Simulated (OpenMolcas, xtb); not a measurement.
# A ladder of methods for [CF3]+ (SMILES F[C+](F)F)

[CF3]+ has 4 atoms, charge +1, and is taken as a singlet. SMILES: `F[C+](F)F`. Geometry: relaxed at PBE0-D4/def2-TZVP.

Quantity: the vertical electron affinity (to the doublet neutral), in eV. The values are calculated.

The electron affinity is E(neutral) − E(anion): positive where the electron is bound.

```json
{"level": "GFN1-xTB", "kind": "semi-empirical", "program": "xtb", "value (eV)": "13.89"}
{"level": "HF/def2-SVPD", "kind": "Hartree–Fock", "program": "OpenMolcas", "value (eV)": "7.17"}
{"level": "SVWN5/def2-SVPD", "kind": "LDA", "program": "OpenMolcas", "value (eV)": "7.32"}
{"level": "revPBE/def2-SVPD", "kind": "GGA", "program": "OpenMolcas", "value (eV)": "7.05"}
{"level": "r2SCAN/def2-SVPD", "kind": "meta-GGA", "program": "OpenMolcas", "value (eV)": "7.35"}
{"level": "M06-2X/def2-SVPD", "kind": "hybrid meta-GGA", "program": "OpenMolcas", "value (eV)": "7.50"}
```

The values span 7.05 to 13.89 eV. The xTB values lack the empirical shift that such differences need.

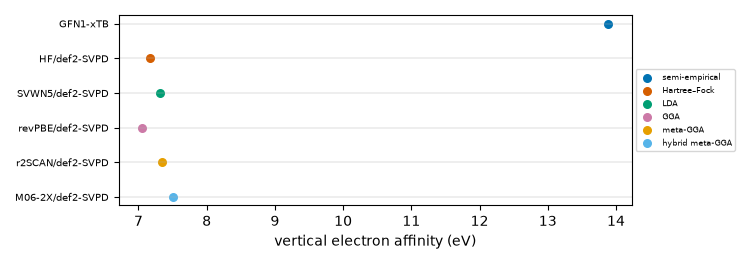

The values of the table, level by level.
